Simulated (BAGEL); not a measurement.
**AlCl3F− (SMILES [F][Al-]([Cl])([Cl])[Cl]): PBE0/def2-SVP (density fitting with qzvpp-jkfit)**

Aim: the energy change on altering one bond length of AlCl3F− at PBE0/def2-SVP (density fitting with qzvpp-jkfit), from 2 runs. 

Program for the calculation: BAGEL 1.2.2.

### Step 1. Starting point

AlCl3F−: 5 atoms, total charge -1, spin state singlet. SMILES: `[F][Al-]([Cl])([Cl])[Cl]`. Geometry: a GFN2-xTB relaxation, a rough one for these elements and not checked as a minimum.

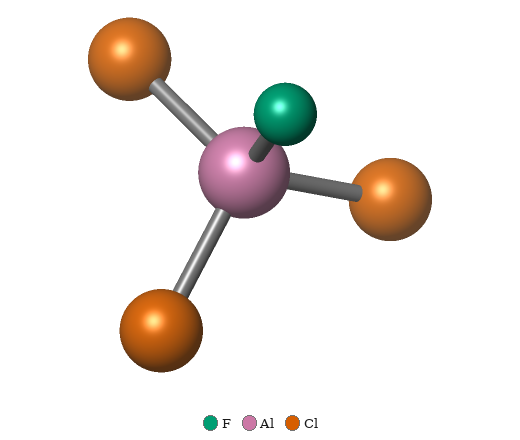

The structure, seen from a chosen angle (fluorine teal, aluminium pink, chlorine orange).

### Step 2. The energy at PBE0/def2-SVP (density fitting with qzvpp-jkfit)

job.json reads:

```json
{ "bagel" : [

{
  "title" : "molecule",
  "basis" : "svp",
  "df_basis" : "qzvpp-jkfit",
  "angstrom" : true,
  "geometry" : [
    { "atom" : "F", "xyz" : [      -0.663180,      -0.084090,       1.637130 ] },
    { "atom" : "Al", "xyz" : [      -0.029700,      -0.004260,       0.070280 ] },
    { "atom" : "Cl", "xyz" : [       1.699900,      -1.208570,      -0.037160 ] },
    { "atom" : "Cl", "xyz" : [      -1.476100,      -0.701090,      -1.299310 ] },
    { "atom" : "Cl", "xyz" : [       0.469090,       1.998020,      -0.370950 ] }
  ]
},

{
  "title" : "ks",
  "xc_func" : "pbe0",
  "charge" : -1
},

{
  "title" : "print",
  "file" : "orbitals.molden",
  "orbitals" : true
}

]}
```

Launch:

```sh
$ BAGEL_NUM_THREADS=1 BAGEL job.json > job.out
```

The log of the run:

```text
* using 1 threads per process

  ===============================================================
  ===============================================================

  *** Geometry ***

  { "atom" : "F", "xyz" : [     -1.253229,     -0.158907,      3.093727 ] },
  { "atom" : "Al", "xyz" : [     -0.056125,     -0.008050,      0.132810 ] },
  { "atom" : "Cl", "xyz" : [      3.212345,     -2.283866,     -0.070222 ] },
  { "atom" : "Cl", "xyz" : [     -2.789425,     -1.324868,     -2.455340 ] },
  { "atom" : "Cl", "xyz" : [      0.886452,      3.775711,     -0.700994 ] },

  Number of auxiliary basis functions:      589

  Since a DF basis is specified, we compute 2- and 3-index integrals:
    o Being stored without compression. Storage requirement is 0.035 GB

  Number of basis functions:       86
  Number of electrons      :       73

    * METHOD: MOLECULE                             0.30

  *** Kohn-Sham DFT ***

    * Removing 9731 points whose weight is below 1.00e-10
    * Grid points: 64799

  === Nuclear Repulsion ===
   413.8748783560

       - DIIS with orbital gradients will be used.

  === KS iteration (pbe0 / svp) ===
      0      -1696.25023069          0.13197631           0.35
      1      -1709.86984228          0.08764098           0.31
      2      -1698.89401856          0.11731740           0.31
      3      -1719.94964267          0.04833306           0.31
      4      -1721.98594765          0.00460766           0.31
      5      -1722.00614532          0.00258739           0.32
      6      -1722.01104069          0.00109972           0.31
      7      -1722.01193287          0.00033993           0.31
      8      -1722.01199829          0.00004412           0.31
      9      -1722.01199937          0.00001364           0.31
     10      -1722.01199949          0.00000361           0.37
     11      -1722.01199950          0.00000035           0.38
     12      -1722.01199950          0.00000029           0.38
     13      -1722.01199950          0.00000003           0.36
     14      -1722.01199950          0.00000001           0.32
    * SCF iteration converged.

    * Permanent dipole moment:
           (   -0.112230,    -0.012872,     0.286506) a.u.

    * METHOD: KS                                   5.22

    * METHOD: PRINT                                0.01

  ===============================================================
```

Run time: 5.7 s. Hardware: 1 thread of Arm Neoverse V2, shared host; peak memory 0.34 GiB.

### Step 3. The distorted shape, same level

job.json reads:

```json
{ "bagel" : [

{
  "title" : "molecule",
  "basis" : "svp",
  "df_basis" : "qzvpp-jkfit",
  "angstrom" : true,
  "geometry" : [
    { "atom" : "F", "xyz" : [    0.060041,    0.264335,    2.321945 ] },
    { "atom" : "Al", "xyz" : [    0.693521,    0.344165,    0.755095 ] },
    { "atom" : "Cl", "xyz" : [    2.423121,   -0.860145,    0.647655 ] },
    { "atom" : "Cl", "xyz" : [   -1.476100,   -0.701090,   -1.299310 ] },
    { "atom" : "Cl", "xyz" : [    1.192311,    2.346445,    0.313865 ] }
  ]
},
{
  "title" : "ks",
  "xc_func" : "pbe0",
  "charge" : -1
},
{
  "title" : "print",
  "file" : "orbitals.molden",
  "orbitals" : true
}

]}
```

Launch:

```sh
$ BAGEL_NUM_THREADS=1 BAGEL job.json > job.out
```

The log of the run:

```text
* using 1 threads per process

  ===============================================================
  ===============================================================

  *** Geometry ***

  { "atom" : "F", "xyz" : [      0.113461,      0.499521,      4.387840 ] },
  { "atom" : "Al", "xyz" : [      1.310565,      0.650378,      1.426923 ] },
  { "atom" : "Cl", "xyz" : [      4.579035,     -1.625438,      1.223891 ] },
  { "atom" : "Cl", "xyz" : [     -2.789425,     -1.324868,     -2.455340 ] },
  { "atom" : "Cl", "xyz" : [      2.253141,      4.434138,      0.593119 ] },

  Number of auxiliary basis functions:      589

  Since a DF basis is specified, we compute 2- and 3-index integrals:
    o Being stored without compression. Storage requirement is 0.035 GB

  Number of basis functions:       86
  Number of electrons      :       73

    * METHOD: MOLECULE                             0.27

  *** Kohn-Sham DFT ***

    * Removing 8770 points whose weight is below 1.00e-10
    * Grid points: 65760

  === Nuclear Repulsion ===
   370.9510797672

       - DIIS with orbital gradients will be used.

  === KS iteration (pbe0 / svp) ===
      0      -1687.56639464          0.12150061           0.33
      1      -1592.35184026          0.09416408           0.32
      2      -1497.52420515          0.15916277           0.31
      3      -1695.43390601          0.08394050           0.30
      4      -1702.35574868          0.06207802           0.31
      5      -1706.22848824          0.05358351           0.31
      6      -1719.34028188          0.04181421           0.32
      7      -1620.36686508          0.12546858           0.37
      8      -1721.43722238          0.02416056           0.35
      9      -1721.79706786          0.00983515           0.30
     10      -1721.92305909          0.00462324           0.30
     11      -1721.94048614          0.00098835           0.32
     12      -1721.94139548          0.00045587           0.38
     13      -1721.94151357          0.00010835           0.35
     14      -1721.94152407          0.00002212           0.31
     15      -1721.94152453          0.00000337           0.30
     16      -1721.94152455          0.00000107           0.31
     17      -1721.94152455          0.00000097           0.31
     18      -1721.94152455          0.00000006           0.31
     19      -1721.94152455          0.00000004           0.31
     20      -1721.94152455          0.00000001           0.31
     21      -1721.94152455          0.00000000           0.34
    * SCF iteration converged.

    * Permanent dipole moment:
           (   -1.407382,    -0.620401,    -0.780244) a.u.

    * METHOD: KS                                   7.31

    * METHOD: PRINT                                0.01

  ===============================================================
```

Wall time 7.8 s (1 thread of Arm Neoverse V2, shared host); peak memory 0.34 GiB.

### Step 4. Summary of results

At PBE0/def2-SVP (density fitting with qzvpp-jkfit):

| quantity | value |
| --- | --- |
| first shape: total energy | -1722.01200 Eh |
| first shape: HOMO energy | -3.75 eV |
| first shape: LUMO energy | 6.06 eV |
| first shape: HOMO–LUMO gap (to an unbound level, set by the basis) | 9.81 eV |
| distorted shape: total energy | -1721.94152 Eh |
| distorted shape: HOMO energy | -2.44 eV |
| distorted shape: LUMO energy | 2.70 eV |
| distorted shape: HOMO–LUMO gap (to an unbound level, set by the basis) | 5.13 eV |
| energy change with the Al2–Cl4 bond stretched from 2.110 to 3.166 Å | 1.918 eV |

What this shows: With the Al2–Cl4 bond stretched from 2.110 to 3.166 Å the energy rises by 1.92 eV (44 kcal/mol). The first shape isn't relaxed at this level, so the change isn't measured from a minimum.
